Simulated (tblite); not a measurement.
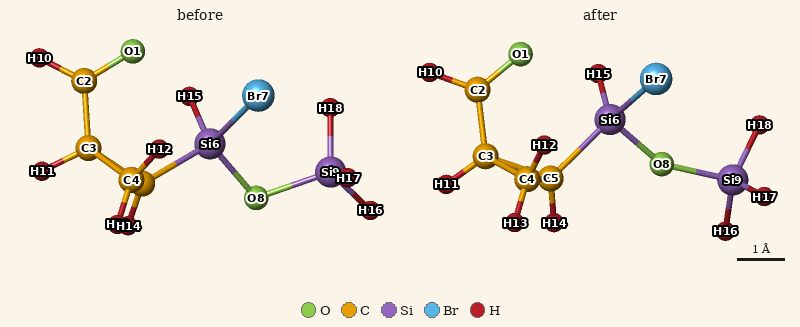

The structure of C4H9BrO2Si2 before (left) and after (right) a relaxation, at one scale.

The picture is a ball-and-stick view, seen at a tilt.

Level of theory: GFN2-xTB geometry optimisation, gas phase in tblite. 

Q: Describe what moved and what it gained.

A: The atom that moves furthest after the best rigid fit is H16 (1.10 Å). Largest moves by element: H 1.10 Å, O 0.83 Å, Si 0.59 Å, Br 0.51 Å, C 0.25 Å. Among the contacts that change: Br7–Si9 3.252 → 3.934 Å, Si6–Si9 2.761 → 3.146 Å, O1–Si6 2.861 → 2.496 Å, Si6–O8 1.725 → 1.624 Å. Bond angles that change, for instance: Si6–O8–Si9 107.0° → 151.3°, C5–Si6–H15 109.2° → 122.8°, C2–C3–C4 123.9° → 115.7°. The energy falls by 124.3 kJ/mol in 83 geometry steps.
